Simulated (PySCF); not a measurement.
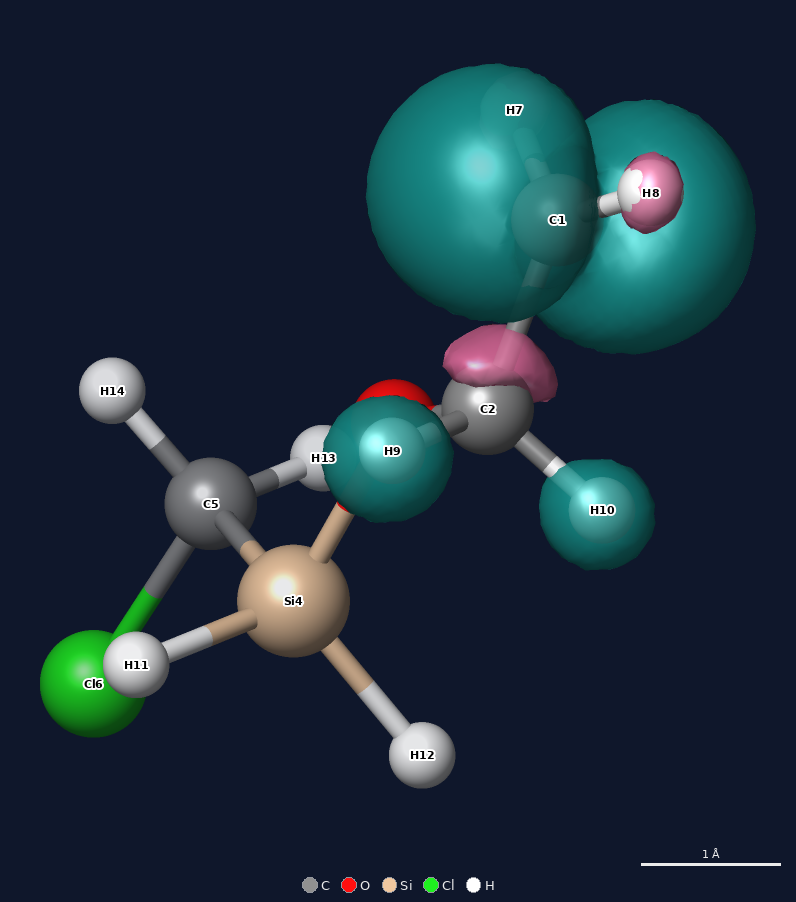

Figure. C3H8ClOSi (SMILES [CH2]CO[SiH2]CCl) (doublet). Isosurfaces of the spin density at +0.03 (teal) and −0.03 e/Å³ (pink), seen at an oblique angle.

Geometry: GFN2-xTB.

These are results of UKS B3LYP, pcH-1 on C Cl H O Si, non-relativistic, mean-field spin-orbit, GIAO (PySCF 2.14.0, density-fitted response routines), not measurements.

```xyz
14

C     2.5044    0.6601    0.8536
C     1.6958   -0.0735   -0.1269
O     0.3287    0.0865    0.1249
Si   -0.9265   -0.5401   -0.6753
C    -2.3940    0.2111    0.2703
Cl   -3.8938   -0.3805   -0.4796
H     2.0348    1.0782    1.7194
H     3.5587    0.7675    0.7021
H     1.9387   -1.1544   -0.1126
H     1.9236    0.2624   -1.1535
H    -0.9579   -2.0022   -0.5992
H    -0.9531   -0.1251   -2.0795
H    -2.4292    1.2967    0.2191
H    -2.4308   -0.0873    1.3151
```

> Describe the spin distribution.

The unpaired spin (1 electron) lies mostly on C1 (about 0.7), in electrons by Hirshfeld's partition.
